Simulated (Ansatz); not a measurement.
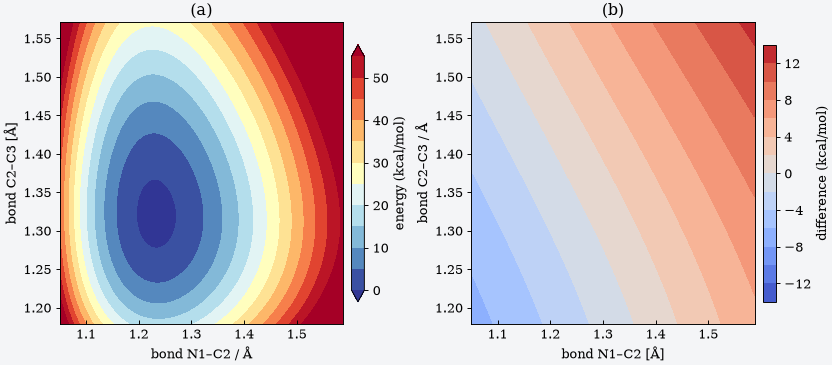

C2H2FN, SMILES N=C=CF. 
- Two internal coordinates are moved rigidly from the geometry relaxed at PBE0-D4/def2-TZVP, all others fixed.
- The first coordinate is: bond N1–C2; the second: bond C2–C3.
- The grid has 7 × 7 points.
- Energies: kcal/mol, counted from each map's own lowest point.
- All numbers below come from RKS PBE-D4/def2-TZVPP (Ansatz).

Panel (a): RKS PBE-D4/def2-TZVPP (Ansatz 0.2.0). Panel (b): the map at Ansatz 0.2.0, RKS PBE0-D4/def2-TZVPP less the map of (a), each from its own lowest point.

> How does the change of method alter the landscape?

The difference runs from −7 kcal/mol at bond N1–C2 = 1.050 Å, bond C2–C3 = 1.178 Å to 13 kcal/mol at bond N1–C2 = 1.588 Å, bond C2–C3 = 1.571 Å. The interpolated minimum moves from 1.2329 to 1.2212 Å in bond N1–C2 and 1.3201 to 1.3090 Å in bond C2–C3.
